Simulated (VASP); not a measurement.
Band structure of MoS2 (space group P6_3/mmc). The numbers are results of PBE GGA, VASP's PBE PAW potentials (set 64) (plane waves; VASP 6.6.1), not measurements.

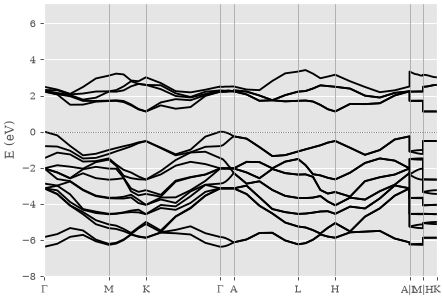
Bands along high-symmetry lines, zero at the valence-band maximum or, without a gap, the Fermi level

Question: Read the plot: is there a gap, and where are the band edges?

Answer: The gap is indirect, 1.12 eV, from the valence maximum at Γ to the conduction minimum at K.

The structure comes from a computed database's MoS2 entry; how it stands against other phases isn't given here. The cell was not relaxed at this level.
